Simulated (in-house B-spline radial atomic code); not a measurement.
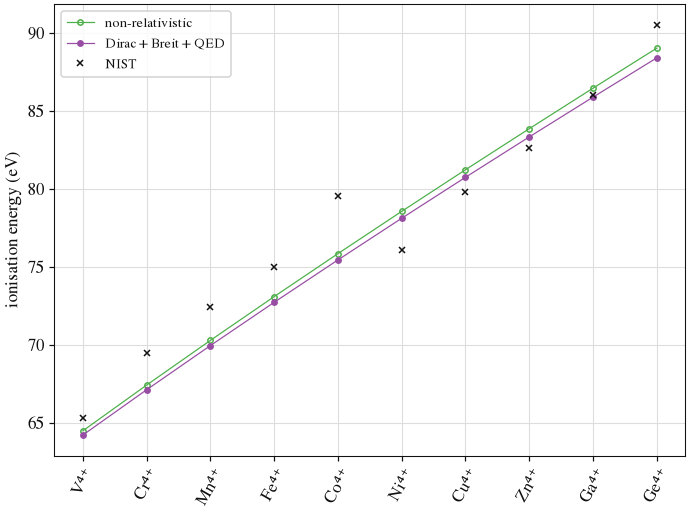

Ionisation energies with and without relativity, with NIST's values as crosses. System: V⁴⁺, Cr⁴⁺, Mn⁴⁺, Fe⁴⁺, Co⁴⁺, Ni⁴⁺, Cu⁴⁺, Zn⁴⁺, Ga⁴⁺ and Ge⁴⁺. The calculation used Hartree–Fock ΔSCF (a radial B-spline solver). Open p, d and f shells are averaged over both j, so the values don't run from ground level to ground level.

### For which species does relativity change the ionisation energy most?

Ge⁴⁺: from 89.00 eV to 88.38 eV, a change of −0.623 eV.

### Which has the highest ionisation energy with relativity?

Ge⁴⁺, 88.38 eV.
